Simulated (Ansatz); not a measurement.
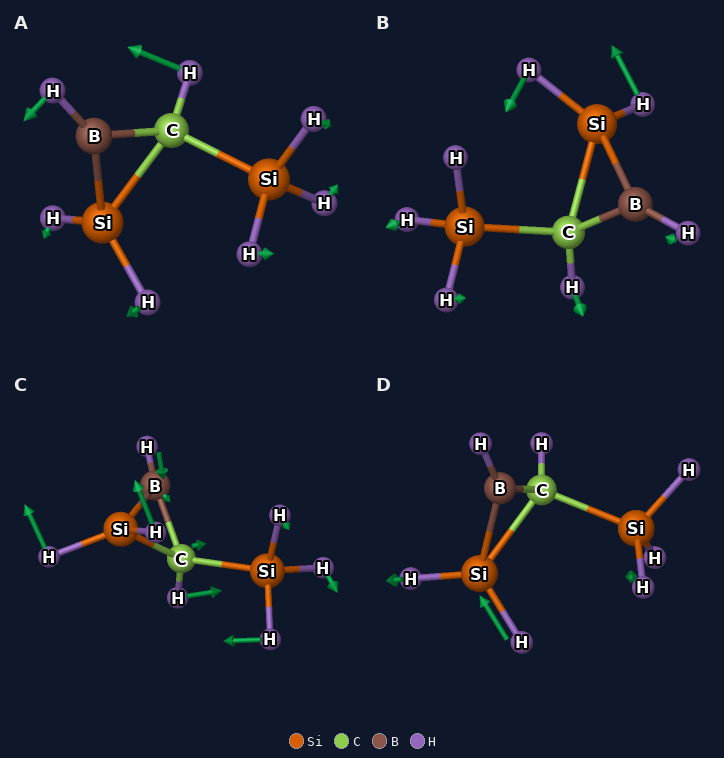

4 normal modes of one molecule or complex, as arrows. Harmonic vibrations computed with RKS PBE0-D4/def2-TZVP (Ansatz 0.2.0) at a stationary point of the same level.

Match the panels to the wavenumbers 503 cm⁻¹, 655 cm⁻¹, 991 cm⁻¹, 2255 cm⁻¹.

A: 991 cm⁻¹, angle bending
B: 503 cm⁻¹, angle bending
C: 655 cm⁻¹
D: 2255 cm⁻¹, Si–H stretching
